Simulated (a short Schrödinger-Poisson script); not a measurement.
System: symmetric double-gate stack, SiO2 on p-type Si(100), at 300 K.

| layer | material | thickness (nm) | Na (cm⁻³) |
|---|---|---|---|
| 1 | SiO2 | 2.9 | - |
| 2 | Si | 8 | 1e17 |
| 3 | SiO2 | 2.9 | - |

The device is made up for the run: typed textbook-type constants, with dimensions and the other settings drawn at random. SiO2: permittivity 3.9, conduction-band edge (eV) 3.15, gap (eV) 9, electron mass (mₑ) 0.5. Si: permittivity 11.7, conduction-band edge (eV) 0, gap (eV) 1.124, Nv at 300 K (cm⁻³) 3.1e19.

Channel valleys (confinement mass, in-plane density-of-states mass, number): Δ2 0.916, 0.19, 2; Δ4 0.19, 0.417, 4. At the gates, both at one voltage, the conduction-band edge of layer 1 lies 3.55 eV − eVg above the Fermi level of the channel. Gaps are held at their typed values at every temperature. Mesh 0.03 nm at interfaces.

From a short Schrödinger-Poisson script (our own, NumPy): 1D Poisson equation in equilibrium, electrons quantum, Hartree (BenDaniel-Duke, 12 states a valley, the channel's in-plane mass for all, wave functions ending at the dielectric), parabolic valleys, classical holes, full ionisation, no traps, pinning or gate leakage.

Only gate voltages with over 1e8 electrons/cm² are shown.

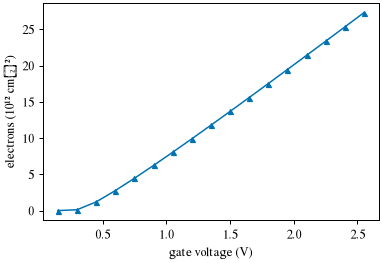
Figure: Sheet density against gate voltage

| Vg (V) | electrons (cm⁻²) | C (μF/cm²) | Δ2 E0 (meV) | Δ2 E1 (meV) | Δ4 E0 (meV) | Δ4 E1 (meV) |
|---|---|---|---|---|---|---|
| 0.15 | 5.33e8 | 0.00336 | 262.9 | 282.0 | 287.4 | 380.0 |
| 0.3 | 1.20e11 | 0.539 | 123.0 | 141.6 | 147.5 | 239.7 |
| 0.45 | 1.20e12 | 1.53 | 63.5 | 78.6 | 88.3 | 176.9 |
| 0.6 | 2.76e12 | 1.76 | 41.5 | 52.5 | 67.6 | 151.7 |
| 0.75 | 4.46e12 | 1.86 | 28.0 | 35.7 | 56.3 | 136.3 |
| 0.9 | 6.23e12 | 1.92 | 17.6 | 22.9 | 48.9 | 125.4 |
| 1.05 | 8.05e12 | 1.96 | 8.7 | 12.4 | 43.6 | 117.0 |
| 1.2 | 9.90e12 | 1.99 | 0.7 | 3.3 | 39.5 | 110.3 |
| 1.35 | 1.18e13 | 2.02 | -6.6 | -4.8 | 36.2 | 104.7 |
| 1.5 | 1.37e13 | 2.04 | -13.5 | -12.1 | 33.5 | 99.8 |
| 1.65 | 1.56e13 | 2.05 | -19.9 | -18.9 | 31.1 | 95.6 |
| 1.8 | 1.75e13 | 2.07 | -26.1 | -25.3 | 29.0 | 91.7 |
| 1.95 | 1.95e13 | 2.08 | -32.0 | -31.4 | 27.1 | 88.2 |
| 2.1 | 2.14e13 | 2.09 | -37.7 | -37.2 | 25.3 | 85.0 |
| 2.25 | 2.34e13 | 2.09 | -43.3 | -42.9 | 23.7 | 82.0 |
| 2.4 | 2.53e13 | 2.10 | -48.7 | -48.4 | 22.2 | 79.1 |
| 2.55 | 2.73e13 | 2.11 | -53.9 | -53.7 | 20.7 | 76.4 |

Subbands count from the Fermi level. The capacitance is that of both gates.
